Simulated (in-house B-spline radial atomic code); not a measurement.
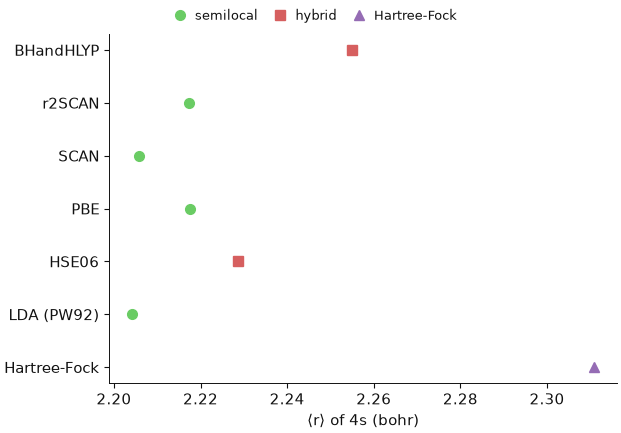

System: the gallium ion Ga⁺, configuration [Ar] 3d10 4s2. All runs are scalar-relativistic, spin-polarised and spherical, computed with an in-house B-spline radial code (spin-free X2C). Hartree-Fock is the average over the configuration. The plot shows the mean radius (bohr) of the 4s orbital by 7 methods.

Question: Rank the methods.

Answer: The most compact is LDA (PW92) (2.204) and the most diffuse Hartree-Fock (2.311), a spread of 4.8 %. In order (bohr): LDA (PW92) (2.204), SCAN (2.206), r2SCAN (2.217), PBE (2.218), HSE06 (2.229), BHandHLYP (2.255), Hartree-Fock (2.311).
